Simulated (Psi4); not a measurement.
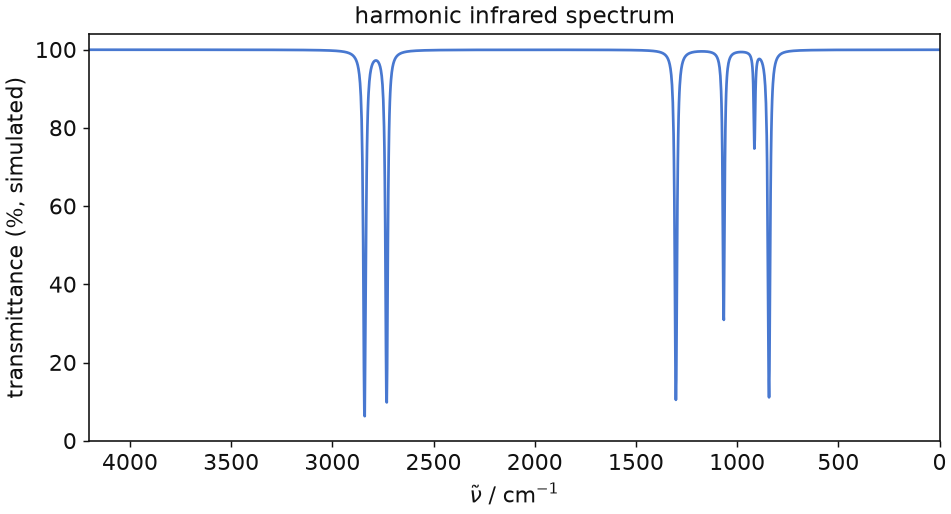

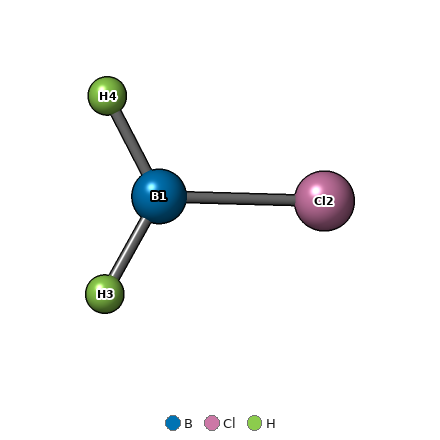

Infrared spectrum of BH₂Cl, SMILES BCl. Unscaled harmonic wavenumbers and double-harmonic intensities, HF/cc-pV(D+d)Z in Psi4, at a geometry relaxed at this level, isolated molecule. Lorentzian lines of 8 cm⁻¹ full width. Close modes add up in the curve.

**Which lines are the most intense?**

2840.7 cm⁻¹ (145.7 km/mol), 2731.9 cm⁻¹ (123.1 km/mol) and 1302.5 cm⁻¹ (116.9 km/mol).

**List the modes.**

| cm⁻¹ | km/mol |
| --- | --- |
| 842.5 | 114.1 |
| 914.4 | 14.9 |
| 1066.5 | 62.7 |
| 1302.5 | 116.9 |
| 2731.9 | 123.1 |
| 2840.7 | 145.7 |

Caveats: double-zeta basis; Hartree-Fock puts harmonic wavenumbers well above measured bands, often by about a tenth and by far more where static correlation matters.
